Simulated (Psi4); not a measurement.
**SiCl3F: single-point calculation (part 1 of 2)**

The run: single-point calculation of SiCl3F, multiplicity 3, SMILES F[Si](Cl)(Cl)Cl. Method and program: CCSD/cc-pVDZ, UHF (Psi4 1.11).

The geometry is that of the parent species in another charge or spin state. The geometry comes from this level: PBE0-D4/def2-TZVP.

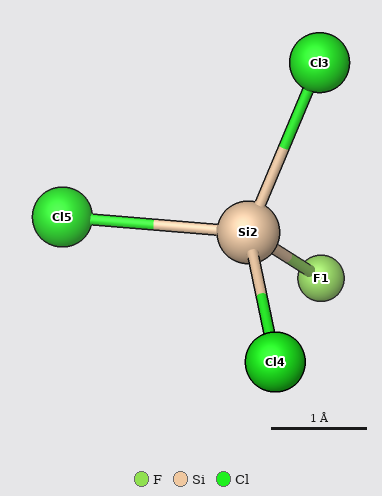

The structure (ball-and-stick view, seen at a tilt; atoms are numbered from 1 in the order of the input).

## Key numbers

- outcome: converged
- total energy: −1767.492013 hartree
- SCF energy: −1766.758525 hartree
- MP2 energy: −1767.456044 hartree
- CCSD energy: −1767.492013 hartree
- correlation energy: −0.733488 hartree
- basis functions: 86
- T1 diagnostic: 0.036
- ⟨S²⟩: 2.037
- hardware: 1 thread of Intel Xeon @ 2.50GHz (Skylake/Cascade Lake), 189 GiB of memory available, shared host
- wall time: 5.6 min
- peak memory: 0.54 GiB

## The input (cl3fsi.json)
```
{
 "schema_name": "qcschema_input",
 "schema_version": 1,
 "molecule": {
  "schema_name": "qcschema_molecule",
  "schema_version": 2,
  "symbols": ["F", "Si", "Cl", "Cl", "Cl"],
  "geometry": [1.63468869, -1.73244422, 1.98453368, 0.06544122, -0.06933405, 0.07944409, -3.03580722, 1.21031289, 1.87806651, -0.91203852, -2.24471118, -2.88744483, 2.24769694, 2.83617656, -1.05458056],
  "molecular_charge": 0,
  "molecular_multiplicity": 3,
  "fix_symmetry": "c1",
  "fix_com": true,
  "fix_orientation": true
 },
 "driver": "energy",
 "model": {
  "method": "ccsd",
  "basis": "cc-pVDZ"
 },
 "keywords": {
  "reference": "uhf",
  "puream": true,
  "e_convergence": 1e-09,
  "d_convergence": 1e-08,
  "scf_type": "pk",
  "num_frozen_docc": 21,
  "maxiter": 100
 }
}
```

Run as:
```bash
psi4 --qcschema cl3fsi.json -n 1 --memory 2200MB
```

## Log
```
Psi4 1.11 release

   => Loading Basis Set <=

    Name: CC-PVDZ
    Role: ORBITAL
    Keyword: BASIS

         ---------------------------------------------------------
                                   SCF
                              UHF Reference
                        1 Threads,   2098 MiB Core
         ---------------------------------------------------------

  ==> Geometry <==

    Molecular point group: c1
    Full point group: C1

    Geometry (in Bohr), charge = 0, multiplicity = 3:

       Center              X                  Y                   Z               Mass
    ------------   -----------------  -----------------  -----------------  -----------------
         F            1.634688690000    -1.732444220000     1.984533680000    18.998403162730
         SI           0.065441220000    -0.069334050000     0.079444090000    27.976926534650
         CL          -3.035807220000     1.210312890000     1.878066510000    34.968852682000
         CL          -0.912038520000    -2.244711180000    -2.887444830000    34.968852682000
         CL           2.247696940000     2.836176560000    -1.054580560000    34.968852682000

  Running in c1 symmetry.

  Rotational constants: A =      0.06088  B =      0.06087  C =      0.04396 [cm^-1]
  Rotational constants: A =   1825.03619  B =   1824.97606  C =   1317.97386 [MHz]
  Nuclear repulsion =  451.587219256816525

  Charge       = 0
  Multiplicity = 3
  Electrons    = 74
  Nalpha       = 38
  Nbeta        = 36

  ==> Algorithm <==

  SCF Algorithm Type is PK.
  DIIS enabled.
  MOM disabled.
  Fractional occupation disabled.
  Guess Type is SAD.
  Energy threshold   = 1.00e-09
  Density threshold  = 1.00e-08
  Integral threshold = 1.00e-12

  ==> Primary Basis <==

  Basis Set: CC-PVDZ
    Blend: CC-PVDZ
    Number of shells: 38
    Number of basis functions: 86
    Number of Cartesian functions: 91
    Spherical Harmonics?: true
    Max angular momentum: 2

  ==> Integral Setup <==

  Using in-core PK algorithm.
   Calculation information:
      Number of atoms:                   5
      Number of AO shells:              38
      Number of primitives:            222
      Number of atomic orbitals:        91
      Number of basis functions:        86

      Integral cutoff                 1.00e-12
      Number of threads:                 1

  Performing in-core PK
  Using 13998822 doubles for integral storage.
  We computed 256890 shell quartets total.
  Whereas there are 274911 unique shell quartets.

  ==> DiskJK: Disk-Based J/K Matrices <==

    J tasked:                  Yes
    K tasked:                  Yes
    wK tasked:                  No
    Memory [MiB]:             1573
    Schwarz Cutoff:          1E-12

  Minimum eigenvalue in the overlap matrix is 1.3896426292E-02.
  Reciprocal condition number of the overlap matrix is 4.1676875833E-03.
    Using symmetric orthogonalization.

  ==> Pre-Iterations <==

  SCF Guess: Superposition of Atomic Densities via on-the-fly atomic UHF (no occupation information).

   -------------------------
    Irrep   Nso     Nmo
   -------------------------
     A         86      86
   -------------------------
    Total      86      86
   -------------------------

  ==> Iterations <==

                        Total Energy        Delta E     RMS |[F,P]|

   @UHF iter SAD: -1766.91840005697122   -1.76692e+03   0.00000e+00
   @UHF iter   1: -1766.69339086307446    2.25009e-01   3.83380e-03 ADIIS/DIIS
   @UHF iter   2: -1766.73343550285426   -4.00446e-02   2.55033e-03 ADIIS/DIIS
   @UHF iter   3: -1766.75017464310054   -1.67391e-02   4.17558e-04 ADIIS/DIIS
   @UHF iter   4: -1766.75376591218992   -3.59127e-03   2.34429e-04 ADIIS/DIIS
   @UHF iter   5: -1766.75570059184042   -1.93468e-03   1.73288e-04 ADIIS/DIIS
   @UHF iter   6: -1766.75743899770532   -1.73841e-03   1.12790e-04 ADIIS/DIIS
   @UHF iter   7: -1766.75831611265403   -8.77115e-04   5.51968e-05 DIIS
   @UHF iter   8: -1766.75850847073707   -1.92358e-04   1.94404e-05 DIIS
   @UHF iter   9: -1766.75852425671701   -1.57860e-05   5.42324e-06 DIIS
   @UHF iter  10: -1766.75852515991664   -9.03200e-07   1.79834e-06 DIIS
   @UHF iter  11: -1766.75852521569595   -5.57793e-08   1.11558e-06 DIIS
   @UHF iter  12: -1766.75852524903030   -3.33343e-08   9.60316e-07 DIIS
   @UHF iter  13: -1766.75852525695268   -7.92238e-09   1.00182e-06 DIIS
   @UHF iter  14: -1766.75852520769490    4.92578e-08   6.81386e-07 DIIS
   @UHF iter  15: -1766.75852517514500    3.25499e-08   1.04930e-07 DIIS
   @UHF iter  16: -1766.75852517512817    1.68257e-11   3.47742e-08 DIIS
   @UHF iter  17: -1766.75852517514704   -1.88720e-11   1.20443e-08 DIIS
   @UHF iter  18: -1766.75852517515068   -3.63798e-12   5.37209e-09 DIIS
  Energy and wave function converged.

  ==> Post-Iterations <==

   @Spin Contamination Metric:   3.665295988E-02
   @S^2 Expected:                2.000000000E+00
   @S^2 Observed:                2.036652960E+00
   @S   Expected:                1.000000000E+00
   @S   Observed:                1.000000000E+00

    Orbital Energies [Eh]
    ---------------------

    Alpha Occupied:

       1A   -104.878711     2A   -104.878703     3A   -104.878701
       4A    -68.877911     5A    -26.324100     6A    -10.608804
       7A    -10.608790     8A    -10.608785     9A     -8.080851
      10A     -8.080843    11A     -8.080839    12A     -8.075010
      13A     -8.075003    14A     -8.075001    15A     -8.069864
      16A     -8.069856    17A     -8.069854    18A     -6.231015
      19A     -4.331785    20A     -4.329827    21A     -4.329827
      22A     -1.631768    23A     -1.196660    24A     -1.160934
      25A     -1.160930    26A     -0.799095    27A     -0.704346
      28A     -0.704345    29A     -0.692370    30A     -0.603019
      31A     -0.603017    32A     -0.554699    33A     -0.554694
      34A     -0.540386    35A     -0.526664    36A     -0.511699
      37A     -0.511696    38A     -0.152397

    Alpha Virtual:

      39A      0.182925    40A      0.192102    41A      0.192109
      42A      0.336891    43A      0.385995    44A      0.385996
      45A      0.453516    46A      0.472659    47A      0.472660
      48A      0.523344    49A      0.523346    50A      0.648119
      51A      0.689578    52A      0.689583    53A      0.760380
      54A      0.760382    55A      0.766185    56A      0.775987
      57A      0.836216    58A      0.867143    59A      0.867144
      60A      0.907779    61A      0.916457    62A      0.916459
      63A      0.947853    64A      0.955518    65A      0.955526
      66A      0.991971    67A      0.991983    68A      0.999895
      69A      1.049998    70A      1.117662    71A      1.117670
      72A      1.198822    73A      1.236893    74A      1.236897
      75A      1.493281    76A      1.493282    77A      1.501220
      78A      1.615615    79A      1.679801    80A      1.679807
      81A      2.592477    82A      3.953329    83A      3.953329
      84A      4.021924    85A      4.021925    86A      4.267902

    Beta Occupied:

       1A   -104.870817     2A   -104.870810     3A   -104.870807
       4A    -68.869974     5A    -26.323698     6A    -10.599870
       7A    -10.599850     8A    -10.599845     9A     -8.065586
      10A     -8.065578    11A     -8.065576    12A     -8.063955
      13A     -8.063948    14A     -8.063945    15A     -8.057300
      16A     -8.057293    17A     -8.057290    18A     -6.216164
      19A     -4.325327    20A     -4.325326    21A     -4.316952
      22A     -1.630454    23A     -1.135495    24A     -1.093859
      25A     -1.093855    26A     -0.782171    27A     -0.703041
      28A     -0.703041    29A     -0.639964    30A     -0.562298
      31A     -0.562295    32A     -0.520766    33A     -0.494162
      34A     -0.494157    35A     -0.417257    36A     -0.417249

    Beta Virtual:

      37A     -0.203673    38A      0.177213    39A      0.218086
      40A      0.218091    41A      0.225173    42A      0.353349
      43A      0.404491    44A      0.404495    45A      0.484679
      46A      0.484680    47A      0.496301    48A      0.542805
      49A      0.542807    50A      0.668867    51A      0.726239
      52A      0.726242    53A      0.781229    54A      0.781232
      55A      0.794085    56A      0.817125    57A      0.857727
      58A      0.906049    59A      0.906051    60A      0.952099
      61A      0.961134    62A      0.961136    63A      0.976888
      64A      0.976895    65A      0.989977    66A      1.025295
      67A      1.026630    68A      1.026640    69A      1.093477
      70A      1.142388    71A      1.142396    72A      1.224593
      73A      1.269896    74A      1.269899    75A      1.517207
      76A      1.517208    77A      1.523683    78A      1.623005
      79A      1.683925    80A      1.683931    81A      2.594100
      82A      3.952798    83A      3.952798    84A      4.023131
      85A      4.023132    86A      4.269593

    Final Occupation by Irrep:
              A
    DOCC [    36 ]
    SOCC [     2 ]
    NA   [    38 ]
    NB   [    36 ]

  @UHF Final Energy: -1766.75852517515068

   => Energetics <=

    Nuclear Repulsion Energy =            451.5872192568165246
    One-Electron Energy =               -3345.9187147353291039
    Two-Electron Energy =                1127.5729703033621263
    Total Energy =                      -1766.7585251751506803

  UHF NO Occupations:
  HONO-2 :   36  A 1.9932789
  HONO-1 :   37  A 1.0000000
  HONO-0 :   38  A 1.0000000
  LUNO+0 :   39  A 0.0067211
  LUNO+1 :   40  A 0.0067207
  LUNO+2 :   41  A 0.0016990
  LUNO+3 :   42  A 0.0010331

Computation Completed

Properties will be evaluated at   0.000000,   0.000000,   0.000000 [a0]

Properties computed using the SCF density matrix

 Multipole Moments:

 ------------------------------------------------------------------------------------
     Multipole            Electronic (a.u.)      Nuclear  (a.u.)        Total (a.u.)
 ------------------------------------------------------------------------------------

 L = 1.  Multiply by 2.5417464519 to convert [e a0] to [Debye]
 Dipole X            :         13.1831121          -13.2741543           -0.0910422
 Dipole Y            :        -13.9711659           14.0675559            0.0963900
 Dipole Z            :         16.0037357          -16.1142806           -0.1105449
 Magnitude           :                                                    0.1726264

 ------------------------------------------------------------------------------------

	total time  =        104 seconds =       1.73 minutes
 MINTS: Wrapper to libmints.

   Calculation information:
      Number of threads:                 1
      Number of atoms:                   5
      Number of AO shells:              38
      Number of SO shells:              38
      Number of primitives:            222
      Number of atomic orbitals:        91
      Number of basis functions:        86

      Number of irreps:                  1
      Integral cutoff                 1.00e-12
      Number of functions per irrep: [  86 ]

 OEINTS: Overlap, kinetic, potential, dipole, and quadrupole integrals
         stored in file 35.

      Computing two-electron integrals...done
      Computed 6551273 non-zero two-electron integrals.
        Stored in file 33.

	Wfn Parameters:
	--------------------
	Wavefunction         = CCSD
	Number of irreps     = 1
	Number of MOs        = 86
	Number of active MOs = 65
	AO-Basis             = NONE
	Semicanonical        = false
	Reference            = UHF
	Print Level          = 1
```
